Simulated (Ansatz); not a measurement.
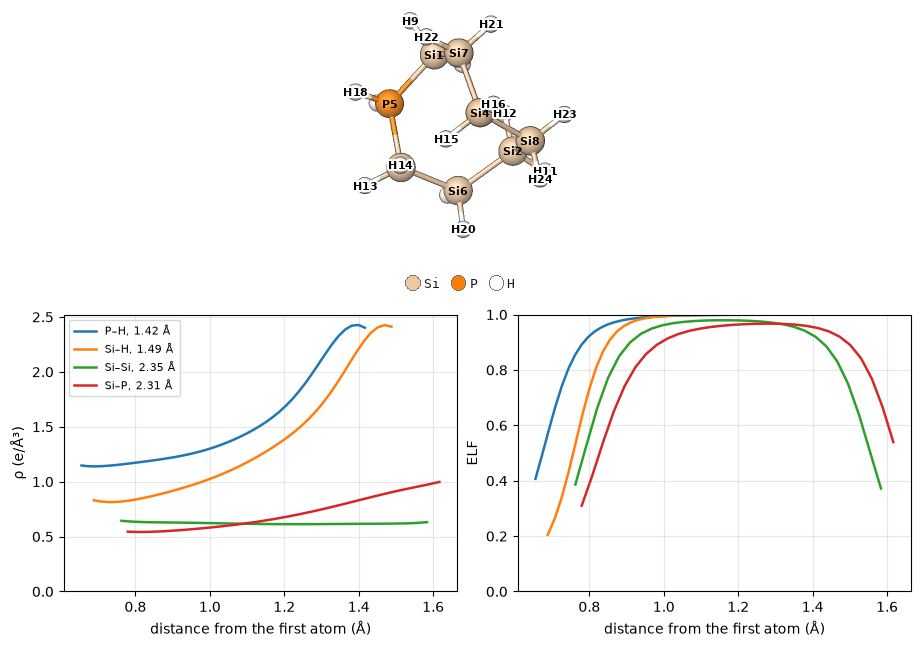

H16PSi7 (charge +1). Total electron density and electron localisation function along straight lines between neighbouring atoms. The curves leave out the atomic cores. The structure is drawn too.

Geometry: PBE0-D4/def2-SVP.

Theory: Ansatz, RKS PBE0-D4/def2-TZVP.

```xyz
24

Si   -1.5039    1.5970   -1.2587
Si    1.5519   -1.4538   -1.2949
Si   -1.4938   -1.6069    1.2590
Si    1.5423    1.4640    1.2952
P    -2.5867   -0.0060    0.0031
Si    0.0786   -2.7829   -0.0361
Si    0.0665    2.7835    0.0294
Si    2.8503    0.0065    0.0033
H    -2.6761    2.4053   -1.7031
H    -0.9791    0.7704   -2.3792
H     2.4255   -2.4123   -2.0387
H     0.7259   -0.6863   -2.2783
H    -2.6614   -2.4217    1.7040
H    -0.9699   -0.7810    2.3804
H     0.7169    0.6955    2.2783
H     2.4100    2.4279    2.0388
H    -3.4820   -0.6842   -0.8601
H    -3.4805    0.6695    0.8700
H    -0.7506   -3.6620   -0.9160
H     0.7961   -3.6046    0.9852
H     0.7818    3.6014   -0.9964
H    -0.7645    3.6652    0.9048
H     3.7021    0.8182   -0.9170
H     3.7007   -0.8027    0.9270
```

Compare the contacts.

Answer. P–H (1.42 Å): ρ at the midpoint is about 1.1 e/Å³; the ELF climbs to about 1 towards the hydrogen, as it does in any bond to H.
Si–H (1.49 Å): ρ at the midpoint is about 0.81 e/Å³; the ELF climbs to about 1 towards the hydrogen.
Si–Si (2.35 Å): the density is about 0.61 e/Å³ at the midpoint; the ELF peaks at about 1 between the atoms; a covalent bond.
Si–P (2.31 Å): the density is about 0.65 e/Å³ at the midpoint, with its minimum of 0.54 e/Å³ about 0.8 Å from Si; the ELF peaks at about 0.95 between the atoms: localised, covalent bonding.
